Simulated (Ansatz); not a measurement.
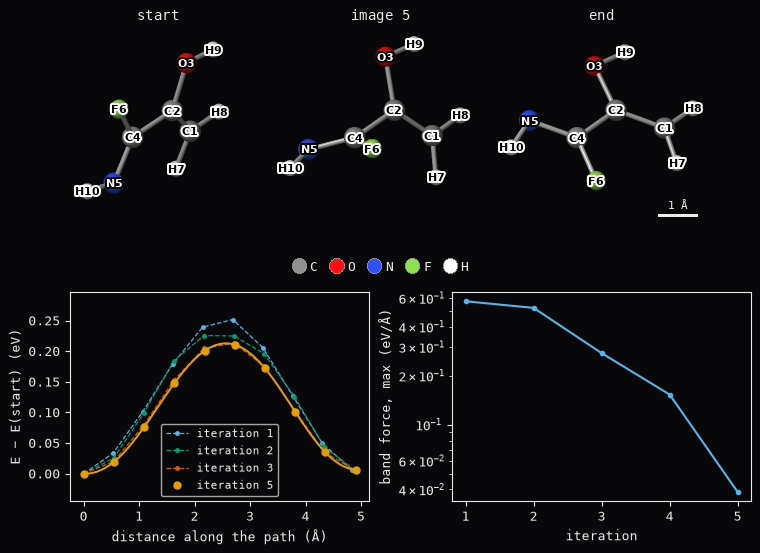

A nudged-elastic-band calculation for C$_{3}$H$_{4}$FNO. Images are numbered from 0 (start) to 9 (end). The plot follows the band through its iterations. Style: ball-and-stick. Shown from a free direction.

These are results of RKS r2SCAN/STO-3G in Ansatz 0.2.0, not measurements.

Input
```yaml
crystal:
  periodic: [false, false, false]
  atoms:
    - { symbol: C, position_ang: [0.378588, -1.39564, 0.236831] }
    - { symbol: C, position_ang: [0.0451, -0.108072, 0.484621] }
    - { symbol: O, position_ang: [-0.091302, 0.501807, 1.750004] }
    - { symbol: C, position_ang: [-0.239942, 0.895888, -0.622336] }
    - { symbol: "N", position_ang: [-0.198399, 0.554144, -1.901072] }
    - { symbol: F, position_ang: [-0.532562, 2.154695, -0.15395] }
    - { symbol: H, position_ang: [0.450765, -1.741519, -0.795888] }
    - { symbol: H, position_ang: [0.579687, -2.105979, 1.043447] }
    - { symbol: H, position_ang: [0.125618, -0.270242, 2.387472] }
    - { symbol: H, position_ang: [-0.434552, 1.463718, -2.426229] }
basis:
  gaussian: { orbitals: STO-3G }
hamiltonian:
  xc: r2scan
neb:
  order_check: false
  images: 8
  f_tol: 0.05
  max_iterations: 45
  initial_path: idpp
  climbing: false
  final_atoms:
    - { symbol: C, position_ang: [0.39358704, -1.45016024, 0.34733409] }
    - { symbol: C, position_ang: [0.05086831, -0.14116513, 0.42300293] }
    - { symbol: O, position_ang: [-0.11866582, 0.61868943, 1.59456268] }
    - { symbol: C, position_ang: [-0.19981133, 0.69665848, -0.8201449] }
    - { symbol: "N", position_ang: [-0.50072295, 1.98356029, -0.73027752] }
    - { symbol: F, position_ang: [-0.08065912, -0.00293734, -1.99707177] }
    - { symbol: H, position_ang: [0.49490833, -1.93047202, -0.62714723] }
    - { symbol: H, position_ang: [0.57426126, -2.05411472, 1.23982265] }
    - { symbol: H, position_ang: [0.08494507, -0.07078089, 2.32703518] }
    - { symbol: H, position_ang: [-0.61570979, 2.29952213, -1.75421613] }
```

Command:
```bash
ansatz run input.yaml --threads 1 --pin off --max-ram 2048MiB --backend cpu --events-out ev --progress --plain --runs-dir out
```

### Did the band converge, and can the barrier be trusted?

The run is converged, with reservations. The band converged in 5 iterations. The largest component of the band force went from 0.57 to 0.039 eV/Å. No image climbed, so the highest image needn't lie on the saddle point, and the true maximum along this path can be higher. The first iteration put the highest image at 0.252 eV. Forward barrier 0.211 eV, backward barrier 0.204 eV, with image 5 at the top; the reaction energy is +0.006 eV.

Limits of the set-up: STO-3G is a minimal basis, so the numbers are rough.

The run took 4.6 min on 1 thread of Intel(R) Xeon(R) Processor @ 2.50GHz (Skylake/Cascade Lake) (shared host), peak memory 0.13 GiB.
